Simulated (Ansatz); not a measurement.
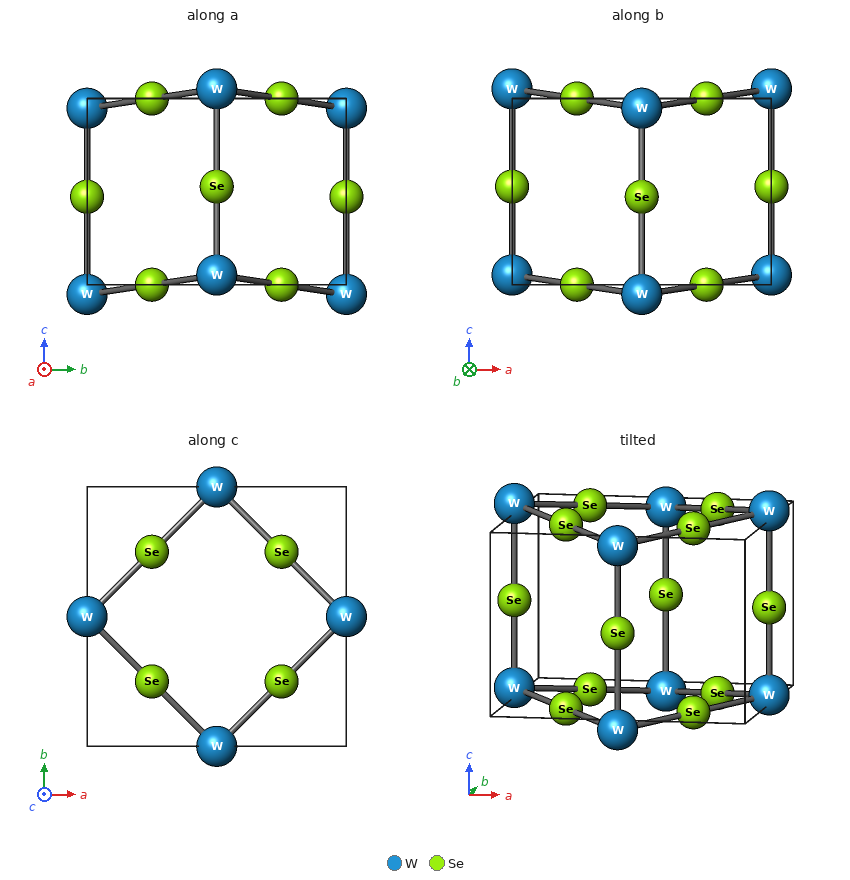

Ball-and-stick representation of a periodic structure, projected along the a axis, along the b axis, along the c axis and slightly off an axis. One conventional unit cell is framed, with atoms on its boundary repeated.

Lattice parameters: a = 6.8778 Å, b = 6.8778 Å, c = 4.9372 Å, α = 90.000°, β = 90.000°, γ = 90.000°.

Question: From the views, write a CIF in P1 with every atom of the cell, with free fractional coordinates to two decimals.

Answer:
```cif
data_structure
_symmetry_space_group_name_H-M 'P 1'
_symmetry_Int_Tables_number 1
_cell_length_a 6.8778
_cell_length_b 6.8778
_cell_length_c 4.9372
_cell_angle_alpha 90.000
_cell_angle_beta 90.000
_cell_angle_gamma 90.000
_cell_volume 233.55
loop_
_atom_site_label
_atom_site_type_symbol
_atom_site_fract_x
_atom_site_fract_y
_atom_site_fract_z
_atom_site_occupancy
W1 W 0.50 0.00 0.95 1
W2 W 0.00 0.50 0.05 1
Se1 Se 0.25 0.75 0.00 1
Se2 Se 0.75 0.75 0.00 1
Se3 Se 0.75 0.25 0.00 1
Se4 Se 0.25 0.25 0.00 1
Se5 Se 0.50 0.00 0.47 1
Se6 Se 0.00 0.50 0.53 1
```

The initial geometry was a structure type filled with these elements by a generator (whether the compound takes this form wasn't checked). Earlier steps of the study, as a rule a relaxation of our own, may have changed the cell and positions, so they can lie some per cent off the listed ones. It was the input of a calculation with Ansatz.
